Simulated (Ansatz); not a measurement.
The calculation's input:

```
crystal:
  periodic: [false, false, false]
  atoms:
    - {symbol: Si, position_ang: [0.000691, -0.000447, -0.000119]}
    - {symbol: Cl, position_ang: [0.009906, -0.017511, 2.051691]}
    - {symbol: Cl, position_ang: [1.931630, 0.010971, -0.694257]}
    - {symbol: Cl, position_ang: [-0.974655, 1.678331, -0.663807]}
    - {symbol: Cl, position_ang: [-0.967572, -1.671353, -0.693498]}
basis:
  gaussian: {orbitals: def2-TZVP, initial_orbitals: start.molden}
hamiltonian: {xc: pbe0, dispersion: d4}
scf: {omitted_lower_state_checks: [starts]}
output: {orbitals: {seedname: orbitals}}
```

Launched as:

```sh
ansatz run in.yaml --threads 2 --pin off --events-out ev --progress --plain --max-ram 4352MiB
```

Geometry: PBE-D4/def2-SVP.

Method: RKS PBE0-D4/def2-TZVP in Ansatz 0.2.0.

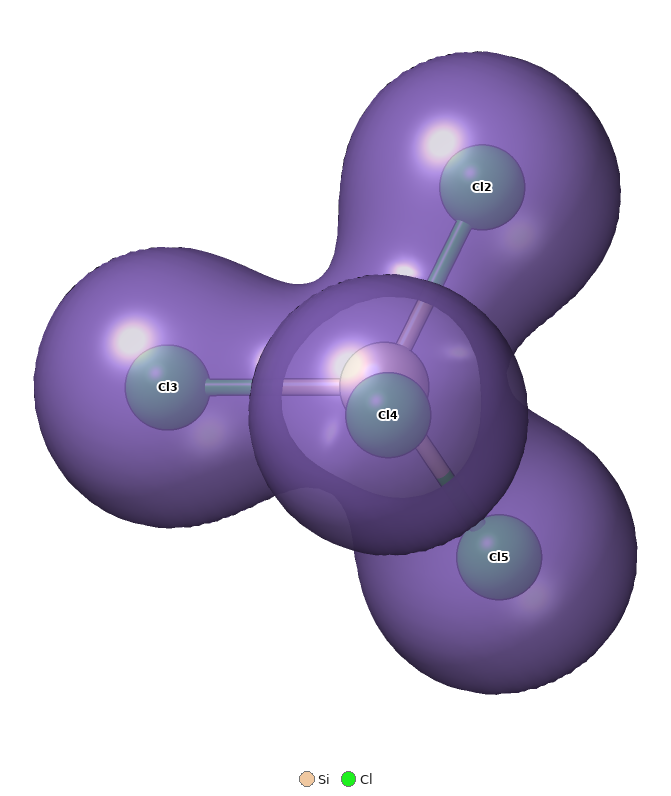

Cl$_{4}$Si (SiCl4). Isosurface of the electron density at 0.2 e/Å³ (purple), seen at a tilt.

> Which contacts does the surface bridge?

At this value the surface is in one piece. It bridges the sampled Si–Cl (2.05 Å) contacts, where the density stays above the isovalue. On the grid the lowest density along these lines, outside the cores, is 0.7 e/Å³ (Si–Cl, 2.05 Å).
